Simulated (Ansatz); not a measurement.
# BN (h-BN type, space group P6_3/mmc), scan of one atom of the cell

Starting cell, BN (h-BN type, space group P6_3/mmc):

```
CELL_PARAMETERS angstrom
      2.50580     0.00000     0.00000
     -1.25290     2.17009     0.00000
      0.00000     0.00000     6.61621
ATOMIC_POSITIONS crystal
  B  0.33333 0.66667 0.25000
  B  0.66667 0.33333 0.75000
  N  0.33333 0.66667 0.75000
  N  0.66667 0.33333 0.25000
```

Scan: atom 1 (B, nearest neighbour N at 1.447 Å; its periodic images, 2.5 Å or more away, move with it) is displaced towards the nearest neighbour, direction (-0.866, -0.500, 0.000) in Cartesian axes, by s. The other atoms stay.

The numbers are results of PBE-D3(BJ) (plane waves to 420 eV, PAW, scalar-relativistic; Ansatz, a first-principles code), not measurements. k mesh 12×12×4 (Γ-centred), Fermi-Dirac smearing 0.05 eV. E stands for the smeared free energy. Stress and pressure are positive under compression. Left out: 1 of 11 points, with atoms too close for the PAW data. BN was relaxed with its symmetry unable to fall. The PAW data are Ansatz's earlier set. The zero of ΔE is the undisplaced structure.

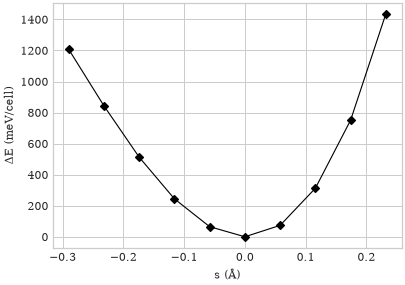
ΔE (meV/cell) against s (Å); computed points joined by lines.

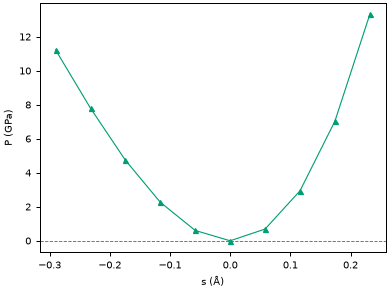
Figure. P (GPa) against s (Å); computed points joined by lines.

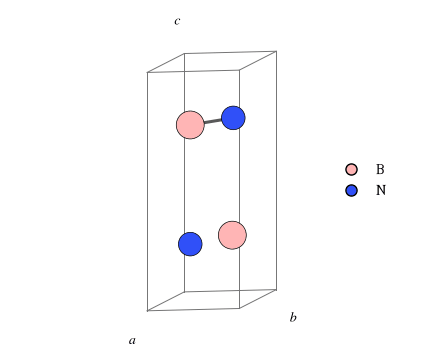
*The cell of the calculation at s = 0.232 Å.*

The energy at s = 0.232 Å is 1435 meV/cell and the force along the line at s = -0.290 Å comes out as 6.39 eV/Å. Harmonic estimate at the end of the scan: ½ks² = 1107 meV/cell against the computed 1435 meV/cell, so the well is stiffer than harmonic there. Shape of the curve: a single well with its minimum at or next to zero displacement. Symmetry of the curve: not even: the positive side lies higher at ±0.232 Å.

With its periodic images moving along, the atom's site symmetry in this cell is -6m2.

(For displaced atoms, the force is minus the slope of the energy, and its curvature is a force constant, which sets phonon frequencies.)
